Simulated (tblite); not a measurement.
**Saddle-point search of C₅H₉NOS**

The run: saddle-point search of C₅H₉NOS. Method and program: GFN2-xTB saddle search (eigenvector following) and harmonic vibrations, gas phase (tblite 0.8.0).

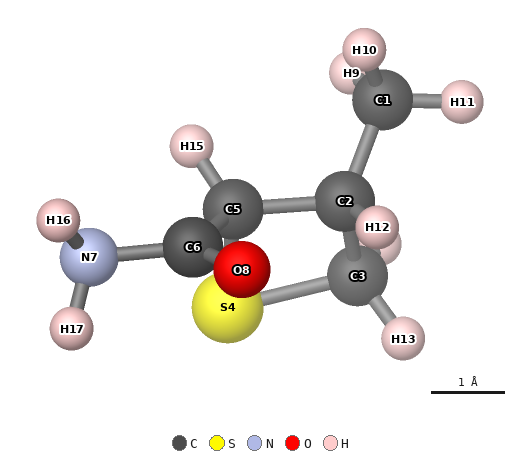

Figure 1. The starting structure (ball-and-stick view, seen at a tilt; atoms are numbered from 1 in the order of the input).

The input
```
{"job": {"xc": "GFN2-xTB", "basis": "xTB", "kind": "saddle"}, "charge": 0, "multiplicity": 1}
C     -1.670860     0.076994     1.350712
C     -0.743406     0.518617     0.232268
C     -1.398645     0.576052    -1.153987
S     -0.148283    -0.528065    -1.909848
C      0.351221    -0.492829    -0.132996
C      1.769300    -0.007992    -0.038263
N      2.692080    -1.002868    -0.482636
O      2.083060     1.095003     0.322020
H     -2.143607    -0.873210     1.108028
H     -1.112508    -0.037367     2.277167
H     -2.446779     0.824376     1.502528
H     -0.278149     1.473705     0.493458
H     -1.421743     1.553770    -1.628664
H     -2.385273     0.120493    -1.199104
H      0.256005    -1.488275     0.300312
H      3.389216    -1.169216     0.239200
H      3.208371    -0.639188    -1.280197
```

The first line tells a small driver script what to run in tblite; the rest is the geometry in Å.

Launch command:
```bash
OMP_NUM_THREADS=1 python <driver script> task.json out
```

What the program printed
```
step      E/eV     max force
  0    -693.89263   0.0475
  1    -693.89524   0.1637
  2    -693.89375   0.0266
  3    -693.89610   0.0422
  4    -693.89751   0.0753
  5    -693.89852   0.1432
  6    -693.89804   0.0409
  7    -693.89859   0.0451
  8    -693.89903   0.0521
  9    -693.89938   0.0524
 10    -693.89963   0.0530
 11    -693.89980   0.0337
 12    -693.89991   0.0384
 13    -693.90004   0.0260
 14    -693.90021   0.0653
 15    -693.90017   0.0124
 16    -693.90031   0.0119
 17    -693.90052   0.0280
 18    -693.90077   0.0311
 19    -693.90105   0.0352
 20    -693.90133   0.0320
 21    -693.90162   0.0478
 22    -693.90172   0.0099
 23    -693.90173   0.0511
 24    -693.90176   0.0244
 25    -693.90176   0.0224
 26    -693.90176   0.0010
lowest wavenumbers (cm-1): -454.5 34.4 61.7 132.1 162.0 235.5
```

Trajectory as extended XYZ (Å, eV, eV/Å), 12 frames, from step=0 to step=26
```
17
Properties=species:S:1:pos:R:3:forces:R:3 step=0 energy=-693.89263
C    -1.6709    0.0770    1.3507    0.0190   0.0070  -0.0160
C    -0.7434    0.5186    0.2323    0.0170  -0.0030  -0.0170
C    -1.3986    0.5761   -1.1540   -0.0130   0.0030  -0.0040
S    -0.1483   -0.5281   -1.9098    0.0080   0.0180   0.0030
C     0.3512   -0.4928   -0.1330    0.0060  -0.0060  -0.0280
C     1.7693   -0.0080   -0.0383    0.0000   0.0070  -0.0470
N     2.6921   -1.0029   -0.4826   -0.0080  -0.0190   0.0390
O     2.0831    1.0950    0.3220   -0.0160  -0.0060   0.0270
H    -2.1436   -0.8732    1.1080    0.0100   0.0120   0.0010
H    -1.1125   -0.0374    2.2772   -0.0090   0.0010   0.0010
H    -2.4468    0.8244    1.5025   -0.0050  -0.0250   0.0120
H    -0.2781    1.4737    0.4935   -0.0050   0.0050   0.0010
H    -1.4217    1.5538   -1.6287    0.0210   0.0120   0.0110
H    -2.3853    0.1205   -1.1991   -0.0190  -0.0120   0.0160
H     0.2560   -1.4883    0.3003   -0.0070   0.0030   0.0090
H     3.3892   -1.1692    0.2392    0.0080   0.0380   0.0090
H     3.2084   -0.6392   -1.2802   -0.0060  -0.0320  -0.0170
17
Properties=species:S:1:pos:R:3:forces:R:3 step=2 energy=-693.89375
C    -1.6607    0.0753    1.3527    0.0060   0.0000  -0.0040
C    -0.7430    0.5207    0.2281    0.0060  -0.0020  -0.0070
C    -1.4087    0.5805   -1.1528   -0.0050   0.0020  -0.0010
S    -0.1498   -0.5035   -1.9241   -0.0010   0.0100   0.0020
C     0.3496   -0.4892   -0.1469    0.0000  -0.0040  -0.0130
C     1.7677   -0.0069   -0.0492    0.0000  -0.0090  -0.0220
N     2.6919   -1.0096   -0.4725    0.0140  -0.0060   0.0170
O     2.0802    1.1001    0.2991   -0.0010   0.0160   0.0040
H    -2.1193   -0.8839    1.1186    0.0060   0.0070   0.0000
H    -1.0996   -0.0232    2.2793   -0.0040  -0.0020  -0.0030
H    -2.4490    0.8103    1.5014    0.0020  -0.0130   0.0060
H    -0.2773    1.4763    0.4866   -0.0020   0.0020   0.0010
H    -1.4447    1.5618   -1.6192    0.0060   0.0040   0.0060
H    -2.3902    0.1128   -1.1926   -0.0060  -0.0020   0.0050
H     0.2508   -1.4882    0.2774   -0.0020   0.0020   0.0000
H     3.3667   -1.1843    0.2686   -0.0090   0.0190  -0.0010
H     3.2353   -0.6491   -1.2543   -0.0100  -0.0230   0.0090
17
Properties=species:S:1:pos:R:3:forces:R:3 step=4 energy=-693.89751
C    -1.6462    0.0617    1.3543    0.0000   0.0020  -0.0030
C    -0.7434    0.5230    0.2244    0.0000  -0.0010   0.0000
C    -1.4233    0.5956   -1.1485    0.0080   0.0000   0.0110
S    -0.1639   -0.4684   -1.9444    0.0080  -0.0060  -0.0100
C     0.3476   -0.4810   -0.1701    0.0010   0.0010  -0.0040
C     1.7648    0.0021   -0.0786    0.0430   0.0280   0.0050
N     2.6940   -1.0270   -0.4276   -0.0180   0.0440   0.0180
O     2.0742    1.1277    0.2120   -0.0040  -0.0690  -0.0300
H    -2.0970   -0.9001    1.1176   -0.0020  -0.0050  -0.0030
H    -1.0760   -0.0382    2.2749    0.0040  -0.0030   0.0040
H    -2.4410    0.7865    1.5167    0.0020  -0.0030   0.0010
H    -0.2778    1.4777    0.4864    0.0010   0.0020   0.0020
H    -1.4699    1.5822   -1.6010   -0.0010   0.0220  -0.0050
H    -2.4011    0.1209   -1.1846   -0.0210  -0.0080   0.0020
H     0.2515   -1.4855    0.2404   -0.0020  -0.0060   0.0020
H     3.3468   -1.1656    0.3405   -0.0120   0.0110  -0.0070
H     3.2608   -0.7115   -1.2123   -0.0080  -0.0080   0.0180
17
Properties=species:S:1:pos:R:3:forces:R:3 step=7 energy=-693.89859
C    -1.6494    0.0519    1.3524    0.0010  -0.0010  -0.0010
C    -0.7423    0.5218    0.2293    0.0000   0.0000   0.0000
C    -1.4196    0.6043   -1.1446    0.0000   0.0010   0.0010
S    -0.1773   -0.4820   -1.9385   -0.0010   0.0020   0.0000
C     0.3475   -0.4826   -0.1678    0.0030   0.0030  -0.0010
C     1.7639    0.0072   -0.0948    0.0150   0.0240   0.0040
N     2.6947   -1.0286   -0.4137    0.0020   0.0160   0.0090
O     2.0713    1.1417    0.1602   -0.0080  -0.0410  -0.0170
H    -2.1007   -0.9072    1.1053    0.0000   0.0000  -0.0010
H    -1.0822   -0.0574    2.2740    0.0010  -0.0020  -0.0010
H    -2.4436    0.7763    1.5189    0.0010  -0.0020   0.0010
H    -0.2768    1.4741    0.5000    0.0000  -0.0010   0.0000
H    -1.4466    1.5920   -1.5979   -0.0010   0.0010   0.0010
H    -2.4067    0.1480   -1.1819    0.0000   0.0010   0.0010
H     0.2590   -1.4844    0.2512    0.0000   0.0010  -0.0020
H     3.3499   -1.1391    0.3569   -0.0080   0.0050  -0.0070
H     3.2588   -0.7360   -1.2091   -0.0040  -0.0070   0.0120
17
Properties=species:S:1:pos:R:3:forces:R:3 step=9 energy=-693.89938
C    -1.6525    0.0403    1.3501    0.0010  -0.0010   0.0000
C    -0.7413    0.5207    0.2347   -0.0010   0.0000   0.0000
C    -1.4154    0.6145   -1.1401   -0.0030   0.0010  -0.0020
S    -0.1947   -0.4982   -1.9312   -0.0030   0.0040   0.0040
C     0.3472   -0.4840   -0.1657    0.0040   0.0040  -0.0010
C     1.7620    0.0132   -0.1141    0.0130   0.0290   0.0060
N     2.6964   -1.0299   -0.3968    0.0070   0.0170   0.0070
O     2.0658    1.1573    0.0997   -0.0110  -0.0490  -0.0150
H    -2.1057   -0.9146    1.0904    0.0010   0.0010   0.0000
H    -1.0879   -0.0817    2.2718    0.0000  -0.0010  -0.0020
H    -2.4452    0.7647    1.5234    0.0010  -0.0010   0.0010
H    -0.2762    1.4703    0.5154   -0.0010  -0.0010   0.0000
H    -1.4189    1.6022   -1.5948    0.0000  -0.0050   0.0030
H    -2.4128    0.1808   -1.1786    0.0060   0.0040   0.0000
H     0.2680   -1.4823    0.2632    0.0010   0.0020  -0.0020
H     3.3534   -1.1078    0.3764   -0.0090   0.0040  -0.0130
H     3.2579   -0.7653   -1.2038   -0.0050  -0.0060   0.0140
17
Properties=species:S:1:pos:R:3:forces:R:3 step=11 energy=-693.89980
C    -1.6567    0.0288    1.3476    0.0000  -0.0010   0.0000
C    -0.7402    0.5194    0.2409    0.0000   0.0000   0.0000
C    -1.4098    0.6246   -1.1353   -0.0020   0.0000  -0.0020
S    -0.2131   -0.5170   -1.9216   -0.0020   0.0030   0.0030
C     0.3469   -0.4861   -0.1620    0.0030   0.0020   0.0000
C     1.7597    0.0185   -0.1334    0.0070   0.0190   0.0040
N     2.6982   -1.0296   -0.3814    0.0050   0.0100   0.0040
O     2.0591    1.1706    0.0388   -0.0080  -0.0320  -0.0070
H    -2.1115   -0.9217    1.0748    0.0010   0.0010   0.0000
H    -1.0956   -0.1060    2.2696   -0.0010   0.0000  -0.0010
H    -2.4480    0.7532    1.5269    0.0000  -0.0010   0.0000
H    -0.2756    1.4661    0.5323   -0.0010  -0.0010   0.0000
H    -1.3871    1.6110   -1.5922    0.0000  -0.0050   0.0020
H    -2.4176    0.2161   -1.1755    0.0050   0.0030   0.0000
H     0.2775   -1.4802    0.2778    0.0010   0.0020  -0.0010
H     3.3578   -1.0752    0.3920   -0.0050   0.0020  -0.0090
H     3.2562   -0.7925   -1.1991   -0.0030  -0.0030   0.0080
17
Properties=species:S:1:pos:R:3:forces:R:3 step=14 energy=-693.90021
C    -1.6874    0.0062    1.3379    0.0040  -0.0020  -0.0020
C    -0.7368    0.5147    0.2682   -0.0030   0.0000  -0.0010
C    -1.3731    0.6408   -1.1224   -0.0090   0.0050  -0.0150
S    -0.2522   -0.6046   -1.8642   -0.0160   0.0200   0.0210
C     0.3493   -0.4974   -0.1214    0.0090   0.0040  -0.0010
C     1.7539    0.0297   -0.1656    0.0050   0.0390   0.0040
N     2.7014   -1.0161   -0.3882    0.0190   0.0120   0.0020
O     2.0395    1.1943   -0.0662   -0.0200  -0.0620  -0.0050
H    -2.1390   -0.9354    1.0311    0.0040   0.0040   0.0010
H    -1.1541   -0.1518    2.2729   -0.0030   0.0000  -0.0060
H    -2.4798    0.7313    1.5100    0.0010   0.0000   0.0000
H    -0.2775    1.4541    0.5901   -0.0030  -0.0030  -0.0010
H    -1.2576    1.6133   -1.5975   -0.0020  -0.0370   0.0150
H    -2.4113    0.3173   -1.1765    0.0330   0.0110  -0.0020
H     0.3096   -1.4717    0.3643    0.0030   0.0130  -0.0070
H     3.3871   -1.0083    0.3640   -0.0140   0.0010  -0.0200
H     3.2279   -0.8163   -1.2365   -0.0080  -0.0040   0.0190
17
Properties=species:S:1:pos:R:3:forces:R:3 step=16 energy=-693.90031
C    -1.6861    0.0062    1.3380    0.0000   0.0000   0.0000
C    -0.7369    0.5149    0.2675    0.0000   0.0000   0.0000
C    -1.3739    0.6407   -1.1227   -0.0020   0.0010  -0.0030
S    -0.2538   -0.6034   -1.8649   -0.0030   0.0040   0.0050
C     0.3490   -0.4970   -0.1229    0.0010   0.0000   0.0000
C     1.7534    0.0294   -0.1656    0.0010   0.0070   0.0000
N     2.7013   -1.0162   -0.3871    0.0030   0.0020   0.0000
O     2.0386    1.1934   -0.0652   -0.0040  -0.0110  -0.0020
H    -2.1375   -0.9356    1.0318    0.0000   0.0010   0.0000
H    -1.1516   -0.1516    2.2722   -0.0010   0.0000  -0.0010
H    -2.4786    0.7310    1.5111    0.0000   0.0000   0.0000
H    -0.2778    1.4545    0.5888   -0.0010  -0.0010   0.0000
H    -1.2585    1.6124   -1.5974    0.0000  -0.0080   0.0030
H    -2.4114    0.3176   -1.1767    0.0080   0.0030   0.0000
H     0.3091   -1.4714    0.3619    0.0010   0.0030  -0.0010
H     3.3859   -1.0085    0.3655   -0.0020   0.0010  -0.0040
H     3.2289   -0.8164   -1.2342   -0.0010  -0.0010   0.0030
17
Properties=species:S:1:pos:R:3:forces:R:3 step=18 energy=-693.90077
C    -1.7070   -0.0064    1.3313    0.0030  -0.0010  -0.0010
C    -0.7348    0.5125    0.2862   -0.0030  -0.0010  -0.0010
C    -1.3475    0.6486   -1.1140   -0.0060   0.0040  -0.0110
S    -0.2771   -0.6582   -1.8230   -0.0110   0.0150   0.0150
C     0.3510   -0.5033   -0.0937    0.0060   0.0010  -0.0010
C     1.7487    0.0357   -0.1832    0.0000   0.0180   0.0020
N     2.7021   -1.0064   -0.3976    0.0120   0.0040   0.0010
O     2.0241    1.2051   -0.1225   -0.0110  -0.0290  -0.0020
H    -2.1538   -0.9434    1.0041    0.0030   0.0030   0.0010
H    -1.1924   -0.1767    2.2746   -0.0020   0.0000  -0.0050
H    -2.5014    0.7181    1.4966    0.0010   0.0000   0.0000
H    -0.2809    1.4481    0.6263   -0.0020  -0.0020  -0.0010
H    -1.1731    1.6067   -1.5999   -0.0020  -0.0260   0.0110
H    -2.4000    0.3796   -1.1797    0.0230   0.0070  -0.0020
H     0.3305   -1.4636    0.4197    0.0020   0.0090  -0.0050
H     3.4044   -0.9701    0.3379   -0.0080   0.0010  -0.0110
H     3.2072   -0.8264   -1.2629   -0.0050  -0.0020   0.0110
17
Properties=species:S:1:pos:R:3:forces:R:3 step=21 energy=-693.90162
C    -1.7395   -0.0286    1.3192    0.0030  -0.0010  -0.0010
C    -0.7313    0.5098    0.3189   -0.0020   0.0000  -0.0010
C    -1.3016    0.6624   -1.0970   -0.0060   0.0050  -0.0120
S    -0.3212   -0.7413   -1.7491   -0.0080   0.0170   0.0130
C     0.3540   -0.5115   -0.0462    0.0060   0.0030  -0.0010
C     1.7370    0.0454   -0.2166    0.0030   0.0290   0.0000
N     2.7020   -0.9904   -0.4102    0.0130   0.0090   0.0010
O     1.9915    1.2214   -0.2308   -0.0130  -0.0460   0.0000
H    -2.1757   -0.9571    0.9555    0.0020   0.0030   0.0010
H    -1.2581   -0.2209    2.2756   -0.0020   0.0000  -0.0040
H    -2.5379    0.6939    1.4730    0.0000   0.0000   0.0000
H    -0.2882    1.4385    0.6904   -0.0020  -0.0020  -0.0010
H    -1.0277    1.5896   -1.5970   -0.0060  -0.0260   0.0120
H    -2.3716    0.4864   -1.1867    0.0260   0.0040   0.0000
H     0.3673   -1.4471    0.5105    0.0020   0.0080  -0.0050
H     3.4310   -0.8999    0.2941   -0.0110  -0.0010  -0.0140
H     3.1699   -0.8507   -1.3034   -0.0040  -0.0020   0.0130
17
Properties=species:S:1:pos:R:3:forces:R:3 step=23 energy=-693.90173
C    -1.7490   -0.0365    1.3151    0.0010  -0.0010  -0.0010
C    -0.7301    0.5092    0.3300   -0.0010   0.0000   0.0000
C    -1.2865    0.6677   -1.0905   -0.0040   0.0030  -0.0070
S    -0.3372   -0.7646   -1.7248   -0.0030   0.0090   0.0060
C     0.3547   -0.5137   -0.0318    0.0040   0.0050  -0.0010
C     1.7318    0.0481   -0.2299    0.0060   0.0320  -0.0030
N     2.7020   -0.9852   -0.4108    0.0080   0.0130   0.0010
O     1.9773    1.2254   -0.2744   -0.0100  -0.0500   0.0030
H    -2.1816   -0.9616    0.9386    0.0010   0.0020   0.0010
H    -1.2781   -0.2373    2.2749   -0.0010   0.0000  -0.0010
H    -2.5486    0.6852    1.4664   -0.0010   0.0000   0.0000
H    -0.2907    1.4353    0.7120   -0.0010  -0.0010   0.0000
H    -0.9803    1.5830   -1.5931   -0.0040  -0.0130   0.0060
H    -2.3599    0.5225   -1.1890    0.0140   0.0010   0.0010
H     0.3794   -1.4413    0.5371    0.0010   0.0030  -0.0020
H     3.4382   -0.8731    0.2827   -0.0090  -0.0020  -0.0120
H     3.1586   -0.8630   -1.3123   -0.0020  -0.0020   0.0110
17
Properties=species:S:1:pos:R:3:forces:R:3 step=26 energy=-693.90176
C    -1.7487   -0.0351    1.3153    0.0000   0.0000   0.0000
C    -0.7302    0.5093    0.3292    0.0000   0.0000   0.0000
C    -1.2873    0.6665   -1.0911    0.0000   0.0000   0.0000
S    -0.3343   -0.7625   -1.7263    0.0000   0.0000   0.0000
C     0.3549   -0.5135   -0.0321    0.0000   0.0000   0.0000
C     1.7324    0.0477   -0.2274    0.0000   0.0000   0.0000
N     2.7017   -0.9854   -0.4129    0.0000   0.0000   0.0000
O     1.9789    1.2244   -0.2666    0.0000  -0.0010   0.0000
H    -2.1812   -0.9608    0.9405    0.0000   0.0000   0.0000
H    -1.2776   -0.2344    2.2753    0.0000   0.0000   0.0000
H    -2.5485    0.6867    1.4657    0.0000   0.0000   0.0000
H    -0.2906    1.4358    0.7100    0.0000   0.0000   0.0000
H    -0.9847    1.5825   -1.5935    0.0000   0.0000   0.0000
H    -2.3597    0.5176   -1.1892    0.0000   0.0000   0.0000
H     0.3784   -1.4417    0.5358    0.0000   0.0000   0.0000
H     3.4378   -0.8773    0.2809    0.0000   0.0000   0.0000
H     3.1587   -0.8597   -1.3135    0.0000   0.0000   0.0000
```

Results in brief

| quantity | value |
| --- | --- |
| outcome | converged |
| total energy | −693.9018 eV |
| point group | C1 |
| hardware | 1 CPU thread, shared host |
| wall time | 9.4 s |
| peak memory | 0.2 GiB |
